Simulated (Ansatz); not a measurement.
**doublet [GaCNCl2]+: levels of theory compared**

Aim: a comparison of 6 runs (UHF/cc-pVDZ, UCAM-B3LYP/cc-pVDZ, UPBE0/cc-pVDZ, UB3LYP/6-31G*, RPA@PBE0/cc-pVDZ, UCCSD(T)/cc-pVDZ) of doublet [GaCNCl2]+. 

Program for the calculation: Ansatz 0.2.0.

74 further runs of the same task are left out: 5 that didn't finish, 69 set aside as unsound or not needed. Runs told in other sessions of the task aren't counted.

## 1. The structure to begin with

[GaCNCl2]+: 5 atoms, total charge +1, spin state doublet. As SMILES of the parent species, `N#[C][Ga]([Cl])[Cl]`. The shape is that of a PBE0-D4/def2-TZVP optimisation. That shape belongs to the parent species and isn't relaxed for this state.

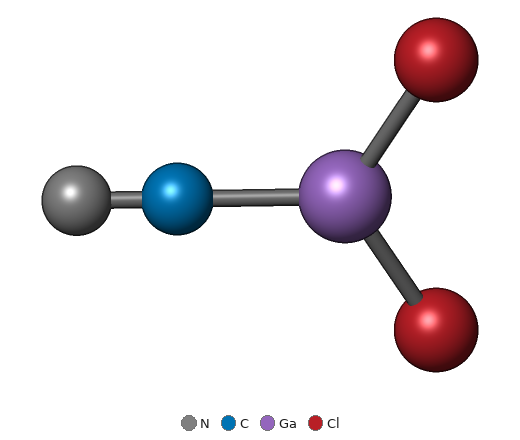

The structure, seen from a chosen angle (nitrogen grey, carbon blue, gallium purple, chlorine red).

## 2. A single-point energy at UHF/cc-pVDZ (run 1)

File run.yaml:

```yaml
crystal:
  periodic: [false, false, false]
  atoms:
    - {symbol: "N", position_ang: [0.909600, -1.318100, 1.914000]}
    - {symbol: C, position_ang: [0.493500, -0.715000, 1.025200]}
    - {symbol: Ga, position_ang: [-0.199400, 0.288700, -0.455700]}
    - {symbol: Cl, position_ang: [-1.735500, -0.526200, -1.643200]}
    - {symbol: Cl, position_ang: [0.581700, 2.197000, -0.881800]}
basis:
  gaussian: {orbitals: cc-pVDZ}
total_charge: 1
magnetization: {spin_polarized: true, initial_magnetization: 1}
hamiltonian: {xc: hf}
accuracy: high
output: {orbitals: {seedname: orbitals}}
```

Run with:

```bash
$ ansatz run run.yaml --threads 1 --pin off --max-ram 2610MiB --events-out events.jsonl --progress --plain --runs-dir runs
```

What it wrote:

```text
Warning: RAYON_NUM_THREADS=1 ignored (pool sized by the plan → 1); use --threads N
Functional definition: HF
  name "HF"
  exchange = exact_x
  correlation = 0
1993 factors; integrals over basis functions are off by at most 4.4e-9 eV
mean field evaluation 1: about -79840.2172 eV, gradient 2.6e1 eV
mean field evaluation 2: about -79840.3887 eV, gradient 2.6e1 eV
mean field evaluation 4: about -79844.3870 eV, gradient 4.5e0 eV
mean field evaluation 8: about -79844.8504 eV, gradient 5.6e-1 eV
mean field evaluation 16: about -79844.8694 eV, gradient 2.3e-6 eV
mean field evaluation 32: about -79844.7508 eV, gradient 1.4e0 eV
mean field evaluation 64: about -79834.4300 eV, gradient 2.4e1 eV
mean field evaluation 96: about -79834.4753 eV, gradient 2.4e1 eV
mean field evaluation 128: about -79841.2637 eV, gradient 1.6e1 eV
mean field evaluation 160: about -79844.0463 eV, gradient 4.7e0 eV
mean field evaluation 192: about -79844.7422 eV, gradient 2.1e-1 eV
mean field evaluation 224: about -79844.8688 eV, gradient 8.7e-4 eV
mean field evaluation 256: about -79840.1266 eV, gradient 2.6e1 eV
mean field evaluation 288: about -79844.8688 eV, gradient 7.0e-3 eV
mean field evaluation 320: about -79844.2176 eV, gradient 2.1e0 eV
mean field evaluation 352: about -79844.4094 eV, gradient 5.1e-2 eV
mean field evaluation 384: about -79828.9975 eV, gradient 3.5e1 eV
mean field -79844.86935708 eV, -2934.2448280764 hartree, gradient 2.4e-8 eV, S^2 0.757655; 4 other end points of the search recorded, 0 dependent functions left out
reference -79844.86935708 eV, -2934.2448280764 hartree; 39, 38 occupied and 52, 53 virtual orbitals, 1993 factors
Total energy: -79844.86935708 eV, -2934.2448280764 hartree
```

Run time: 61 s. Hardware: 1 thread of Arm Neoverse V1, shared host; peak memory 0.66 GiB.

## 3. A single-point energy at UCAM-B3LYP/cc-pVDZ (run 2)

File in.yaml:

```yaml
crystal:
  periodic: [false, false, false]
  atoms:
    - {symbol: "N", position_ang: [0.909600, -1.318100, 1.914000]}
    - {symbol: C, position_ang: [0.493500, -0.715000, 1.025200]}
    - {symbol: Ga, position_ang: [-0.199400, 0.288700, -0.455700]}
    - {symbol: Cl, position_ang: [-1.735500, -0.526200, -1.643200]}
    - {symbol: Cl, position_ang: [0.581700, 2.197000, -0.881800]}
basis:
  gaussian: {orbitals: cc-pVDZ}
total_charge: 1
magnetization: {spin_polarized: true, initial_magnetization: 1}
hamiltonian: {xc: {name: CAM-B3LYP}}
accuracy: high
output: {orbitals: {seedname: orbitals}}
```

Run with:

```bash
$ ansatz run in.yaml --threads 1 --pin off --max-ram 2610MiB --events-out events.jsonl --progress --plain --runs-dir runs
```

What it wrote (excerpt; [...] marks lines left out):

```text
Warning: RAYON_NUM_THREADS=1 ignored (pool sized by the plan → 1); use --threads N
Functional definition: CAM-B3LYP
  name "CAM-B3LYP"
[...]
1993 factors; integrals over basis functions are off by at most 4.4e-9 eV
413 factors; integrals over basis functions are off by at most 1.6e-9 eV
[...]
mean field -79942.71139311 eV, -2937.8404565806 hartree, gradient 8.1e-8 eV, S^2 0.760019; 6 other end points of the search recorded, 0 dependent functions left out
reference -79942.71141181 eV, -2937.8404572680 hartree; 39, 38 occupied and 52, 53 virtual orbitals, 1993 factors
Total energy: -79942.71141181 eV, -2937.8404572680 hartree
```

It took 59 s on 1 thread of Arm Neoverse V1, shared host; peak memory 0.66 GiB.

Run 3 isn't shown in full; the table further down has it.

## 4. A single-point energy at UB3LYP/6-31G(d) (spherical functions) (run 4)

File run.yaml:

```yaml
crystal:
  periodic: [false, false, false]
  atoms:
    - symbol: "N"
      position_ang: [0.909600, -1.318100, 1.914000]
    - symbol: C
      position_ang: [0.493500, -0.715000, 1.025200]
    - symbol: Ga
      position_ang: [-0.199400, 0.288700, -0.455700]
    - symbol: Cl
      position_ang: [-1.735500, -0.526200, -1.643200]
    - symbol: Cl
      position_ang: [0.581700, 2.197000, -0.881800]
basis:
  gaussian:
    orbitals: 6-31G_st_-spherical.json
total_charge: 1
magnetization:
  spin_polarized: true
  initial_magnetization: 1
hamiltonian:
  xc: {name: B3LYP}
accuracy: high
output: {orbitals: {seedname: orbitals}}
```

The basis set 6-31G* is read from a file made from the Basis Set Exchange's data (not shown).

Run with:

```bash
$ ansatz run run.yaml --threads 1 --pin off --max-ram 2610MiB --events-out events.jsonl --progress --plain --runs-dir runs
```

What it wrote (excerpt; [...] marks lines left out):

```text
Warning: RAYON_NUM_THREADS=1 ignored (pool sized by the plan → 1); use --threads N
Functional definition: B3LYP
  name "B3LYP"
[...]
1941 factors; integrals over basis functions are off by at most 1.2e-8 eV
[...]
mean field -79934.18776447 eV, -2937.5272190058 hartree, gradient 8.8e-8 eV, S^2 0.754882; 10 other end points of the search recorded, 0 dependent functions left out
reference -79934.18780438 eV, -2937.5272204725 hartree; 39, 38 occupied and 57, 58 virtual orbitals, 1941 factors
Total energy: -79934.18780438 eV, -2937.5272204725 hartree
```

Run time: 75 s. Hardware: 1 thread of Arm Neoverse V1, shared host; peak memory 0.8 GiB.

Run 5 isn't shown in full; the table further down has it.

## 5. A single-point energy at UCCSD(T)/cc-pVDZ (run 6)

File job.yaml:

```yaml
crystal:
  periodic: [false, false, false]
  atoms:
    - symbol: "N"
      position_ang: [0.909600, -1.318100, 1.914000]
    - symbol: C
      position_ang: [0.493500, -0.715000, 1.025200]
    - symbol: Ga
      position_ang: [-0.199400, 0.288700, -0.455700]
    - symbol: Cl
      position_ang: [-1.735500, -0.526200, -1.643200]
    - symbol: Cl
      position_ang: [0.581700, 2.197000, -0.881800]
basis:
  gaussian:
    orbitals: cc-pVDZ
total_charge: 1
magnetization:
  spin_polarized: true
  initial_magnetization: 1
correlation:
  method: ccsd_t
  frozen_orbitals: {C: 1, Cl: 5, Ga: 9, "N": 1}
accuracy: high
scf:
  omitted_lower_state_checks: [cluster_reference, increment]
```

Run with:

```bash
$ ansatz run job.yaml --threads 1 --pin off --max-ram 2610MiB --events-out events.jsonl --progress --plain --runs-dir runs
```

What it wrote:

```text
Warning: RAYON_NUM_THREADS=1 ignored (pool sized by the plan → 1); use --threads N
[... 17 lines left out ...]
21 core orbitals not correlated: weight in the atoms' cores, before any rotation towards them, 1.000 or more for the frozen orbitals, at most 0.000 for the correlated occupied ones
[... 53 lines left out ...]
Total energy: -79862.48297967 eV, -2934.8921167676 hartree
Checks for a lower state left out: cluster_reference, increment
```

Wall time 3.7 min (1 thread of Arm Neoverse V1, shared host); peak memory 0.85 GiB.

## 6. The series

```
run                                level  frozen core orbitals   energy (Eh)  HOMO energy (eV)  LUMO energy (eV)   ⟨S²⟩  wall time
  1                          UHF/cc-pVDZ                     –  -2934.244828            -17.66            -10.04  0.758       61 s
  2                   UCAM-B3LYP/cc-pVDZ                     –  -2937.840457            -16.17            -13.30  0.760       59 s
  3                        UPBE0/cc-pVDZ                     –  -2937.090752            -15.21            -13.96  0.756       78 s
  4  UB3LYP/6-31G* (spherical functions)                     –  -2937.527220            -15.03            -13.99  0.755       75 s
  5                     RPA@PBE0/cc-pVDZ                    21  -2935.073177                 –                 –  0.756      100 s
  6                     UCCSD(T)/cc-pVDZ                    21  -2934.892117                 –                 –  0.758    3.7 min
```

## 7. Outcome

```
                                           quantity           value
                                run 6: total energy  -2934.89212 Eh
run 6: correlation energy (21 core orbitals frozen)      -647.3 mEh
                              run 6: (T) correction      -23.97 mEh
           run 6: ⟨S²⟩ of the reference determinant           0.758
                               run 6: T1 diagnostic           0.032
```

**Reading.** Totals of different functionals can't be ranked against each other. All runs together took 9.9 min, the longest 3.7 min.
